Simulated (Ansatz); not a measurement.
**BFGe2H4 (SMILES F[BH][Ge][GeH3]): density, localisation and related maps**

Input

```
crystal:
  periodic: [false, false, false]
  atoms:
    - {symbol: B, position_ang: [-0.309955, -1.193560, 0.689368]}
    - {symbol: F, position_ang: [-1.199494, -0.790539, -0.218571]}
    - {symbol: Ge, position_ang: [0.703492, 0.100636, 1.994399]}
    - {symbol: Ge, position_ang: [2.369739, 0.273012, 0.096827]}
    - {symbol: H, position_ang: [-0.091820, -2.379723, 0.751851]}
    - {symbol: H, position_ang: [1.953160, 1.579143, -0.639401]}
    - {symbol: H, position_ang: [3.825251, 0.468601, 0.594171]}
    - {symbol: H, position_ang: [2.400262, -0.851527, -0.973562]}
basis:
  gaussian: {orbitals: def2-TZVPD}
hamiltonian: {xc: {name: PBE0}}
output: {forces: true, orbitals: {seedname: orbitals}}
```

Run with:

```sh
ansatz run input.yaml --threads 2 --pin off --max-ram 4350MiB --events-out events.jsonl --progress --plain --runs-dir runs
```

Geometry: B3LYP/6-31G*.

All numbers below come from Ansatz, isolated molecule in a Gaussian basis; Kohn-Sham density functional theory, functional PBE0.

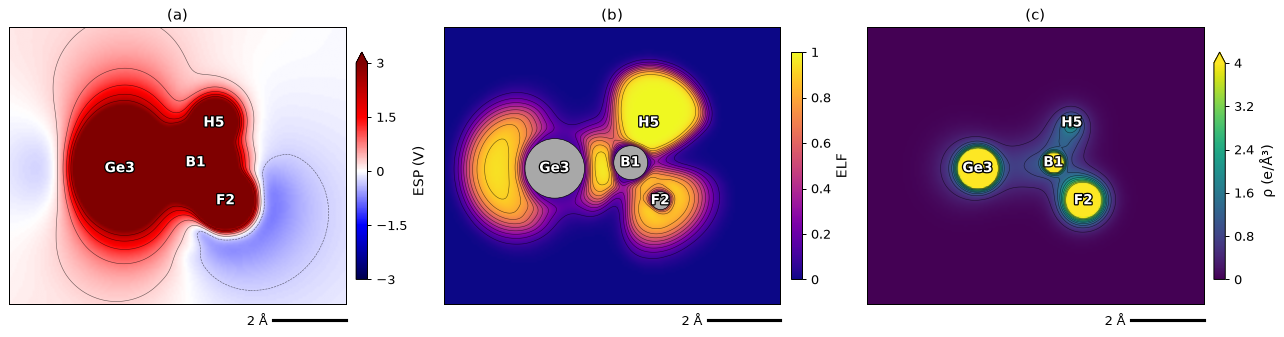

Figure 1. (a) electrostatic potential; (b) electron localisation function; (c) total electron density on the plane of atoms F2, B1 and H5. Grey discs cover the atomic cores in the ELF map.

Q: What does the map show?

A: Atoms in the plane: B, F, Ge and H. B–F (1.33 Å): ρ at the midpoint is about 2.1 e/Å³; the ELF peaks at about 0.85 between the atoms: a polar covalent bond. Ge–B (2.10 Å): ρ at the midpoint is about 0.74 e/Å³; the ELF peaks at about 0.95 in the valence shell of B, 0.8 Å from its nucleus, and is about 0.85 at the midpoint. B–H (1.21 Å): ρ is about 1.3 e/Å³ halfway; the ELF climbs to about 1 towards the hydrogen, as it does in any bond to H: a covalent bond by its length. The ELF also peaks beside F2, away from the bonds: lone-pair regions. Outside the dense part of the molecule the potential is most negative (−0.8 V) near F2.

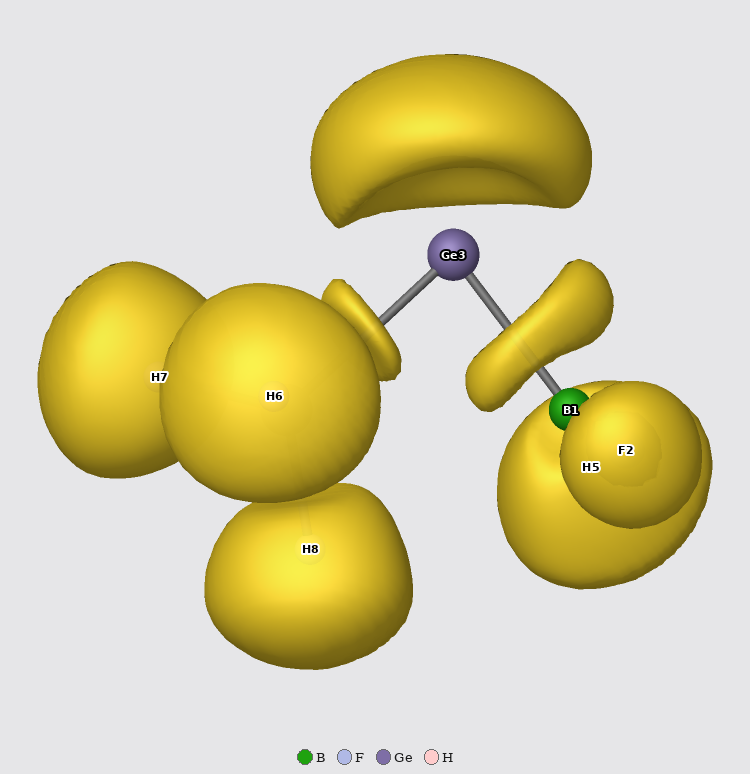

Figure 2. Isosurface of the electron localisation function at 0.75 (yellow), seen at a tilt. Only the valence region is drawn (cores and ρ < 0.01 e/Å³ removed).

Q: Describe the localisation domains.

A: At this value the surface marks out one region between bonded B–Ge atoms (shared pairs), one region between bonded Ge–Ge atoms (shared pairs), four regions around hydrogen nuclei, one region on F in which the atom's valence shell and bonds are merged and one lobe on Ge, pointing away from the bonds (lone pairs).

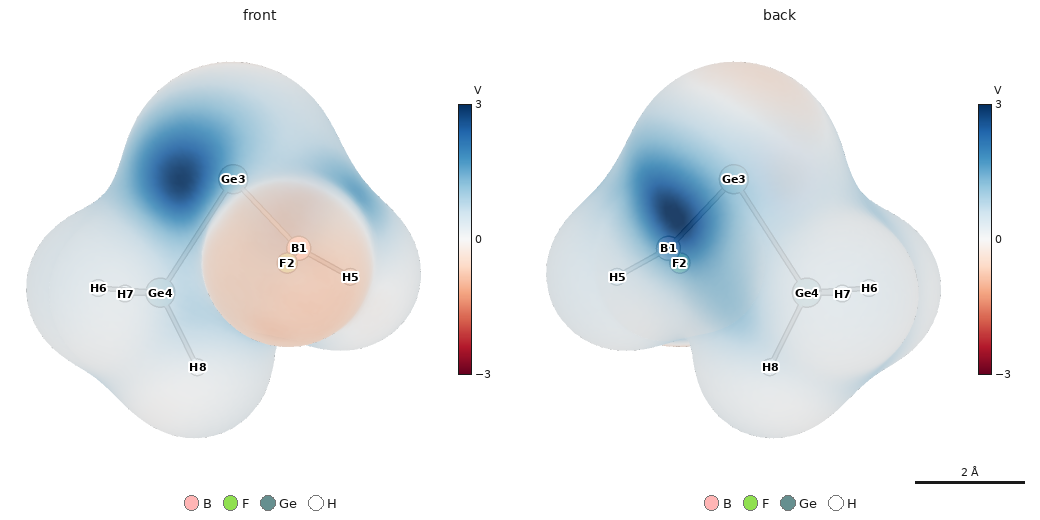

Figure 3. The molecular electrostatic potential painted on the density surface at 0.002 e/bohr³, seen from the front and from behind; the colour scale runs from red (negative) to blue (positive).

Q: Which sites attract a positive test charge, and which a negative one?

A: A positive charge is drawn to the negative regions and a negative charge to the positive ones. The most negative region (about −0.7 V, or −16 kcal/mol for a unit charge) lies over F2, the most positive (about +2.9 V, or +67 kcal/mol for a unit charge) over Ge3.

Q: How polar is the molecule by this calculation?

A: Its dipole moment is 0.96 D.
